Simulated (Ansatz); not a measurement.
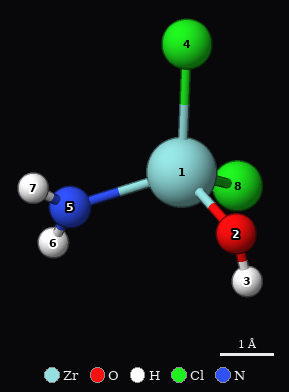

This is the input geometry for a relaxation of ZrNH3OCl2. The picture is a ball-and-stick view, seen face on.

The run prepares the start of a later molecular dynamics calculation, from a guessed geometry.

These are results of RKS PBE0-D4/def2-SVP (Ansatz), not measurements.

Input file:
```yaml
crystal:
  periodic: [false, false, false]
  atoms:
    - { symbol: Zr, position_ang: [0.0, 0.0, 0.0] }
    - { symbol: O, position_ang: [0.0, 0.0, 2.07] }
    - { symbol: H, position_ang: [-0.9095, -0.2814, 2.4071] }
    - { symbol: Cl, position_ang: [2.3764, 0.0, -0.8392] }
    - { symbol: "N", position_ang: [-1.0409, 1.8034, -0.7359] }
    - { symbol: H, position_ang: [-2.061, 1.7482, -1.0186] }
    - { symbol: H, position_ang: [-0.5204, 2.7241, -0.8065] }
    - { symbol: Cl, position_ang: [-1.1869, -2.0563, -0.8392] }
basis:
  gaussian: { orbitals: def2-SVP }
hamiltonian:
  xc: pbe0
  dispersion: d4
relax:
  f_tol: 0.02
  max_steps: 40
output:
  orbitals: {}
```

Launched with:
```bash
ansatz run input.yaml --threads 4 --pin off --max-ram 5120MiB --backend cpu --events-out ev --progress --plain --runs-dir out
```

Question: What does the optimiser find from here?

Answer: After 24 accepted moves (26 points after the start) the energy has fallen by 142.5 kJ/mol. The largest force component goes from 2.4 to 0.018 eV/Å. The line search rejected the trial steps at points 13, 16 of the run. The atom that moves furthest after the best rigid fit is H6 (1.21 Å). By element the largest moves are H 1.21 Å, O 0.37 Å, Cl 0.29 Å, N 0.16 Å, Zr 0.15 Å. Among the contacts that change: Zr1–N5 2.208 → 2.002 Å, Zr1–O2 2.070 → 1.894 Å, Zr1–Cl4 2.520 → 2.370 Å, O2–H3 1.010 → 0.958 Å. Bond angles that change, for instance: Zr1–O2–H3 109.5° → 168.2°, H6–N5–H7 120.0° → 108.7°, Zr1–N5–H7 120.0° → 126.9°. Groups turn about Zr1–N5 by about 85°. Cost: 75 s on 4 threads of Arm Neoverse V1, with other jobs on the host, peak memory 0.27 GiB.

Step by step:

```json
{"step": "0", "E − E(0), kJ/mol": "0.00", "largest force component, eV/Å": "2.3696", "note": ""}
{"step": "1", "E − E(0), kJ/mol": "-109.48", "largest force component, eV/Å": "1.5864", "note": ""}
{"step": "2", "E − E(0), kJ/mol": "-117.47", "largest force component, eV/Å": "1.7718", "note": ""}
{"step": "3", "E − E(0), kJ/mol": "-119.32", "largest force component, eV/Å": "1.9659", "note": ""}
{"step": "4", "E − E(0), kJ/mol": "-130.52", "largest force component, eV/Å": "0.4715", "note": ""}
{"step": "5", "E − E(0), kJ/mol": "-131.53", "largest force component, eV/Å": "0.6490", "note": ""}
{"step": "6", "E − E(0), kJ/mol": "-132.60", "largest force component, eV/Å": "0.8164", "note": ""}
{"step": "7", "E − E(0), kJ/mol": "-133.65", "largest force component, eV/Å": "0.0649", "note": ""}
{"step": "8", "E − E(0), kJ/mol": "-133.76", "largest force component, eV/Å": "0.0959", "note": ""}
{"step": "9", "E − E(0), kJ/mol": "-133.79", "largest force component, eV/Å": "0.0209", "note": ""}
{"step": "10", "E − E(0), kJ/mol": "-133.80", "largest force component, eV/Å": "0.0217", "note": ""}
{"step": "11", "E − E(0), kJ/mol": "-133.82", "largest force component, eV/Å": "0.1160", "note": ""}
{"step": "12", "E − E(0), kJ/mol": "-133.87", "largest force component, eV/Å": "0.1451", "note": ""}
{"step": "13", "E − E(0), kJ/mol": "-133.85", "largest force component, eV/Å": "0.3445", "note": "rejected"}
{"step": "14", "E − E(0), kJ/mol": "-134.02", "largest force component, eV/Å": "0.0988", "note": ""}
{"step": "15", "E − E(0), kJ/mol": "-134.21", "largest force component, eV/Å": "0.2258", "note": ""}
{"step": "16", "E − E(0), kJ/mol": "-133.94", "largest force component, eV/Å": "0.5924", "note": "rejected"}
{"step": "17", "E − E(0), kJ/mol": "-134.69", "largest force component, eV/Å": "0.1263", "note": ""}
{"step": "18", "E − E(0), kJ/mol": "-135.20", "largest force component, eV/Å": "0.1310", "note": ""}
{"step": "19", "E − E(0), kJ/mol": "-135.93", "largest force component, eV/Å": "0.2970", "note": ""}
{"step": "20", "E − E(0), kJ/mol": "-136.23", "largest force component, eV/Å": "0.6886", "note": ""}
{"step": "21", "E − E(0), kJ/mol": "-139.45", "largest force component, eV/Å": "0.3105", "note": ""}
{"step": "22", "E − E(0), kJ/mol": "-141.19", "largest force component, eV/Å": "0.4288", "note": ""}
{"step": "23", "E − E(0), kJ/mol": "-141.44", "largest force component, eV/Å": "0.3494", "note": ""}
{"step": "24", "E − E(0), kJ/mol": "-141.83", "largest force component, eV/Å": "0.5450", "note": ""}
{"step": "25", "E − E(0), kJ/mol": "-142.44", "largest force component, eV/Å": "0.0453", "note": ""}
{"step": "26", "E − E(0), kJ/mol": "-142.46", "largest force component, eV/Å": "0.0178", "note": ""}
```

Final geometry:

```xyz
8

Zr   -0.1419   -0.0270   -0.0473
O    -0.2806    0.0535    1.8403
H    -0.2520   -0.0757    2.7891
Cl    2.1092   -0.0848   -0.7865
N    -0.9946    1.6545   -0.7209
H    -1.0780    1.9030   -1.7059
H    -1.4109    2.3951   -0.1607
Cl   -1.2934   -1.8807   -0.9704
```

After the run, drawn alike:

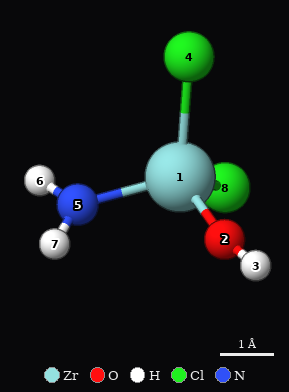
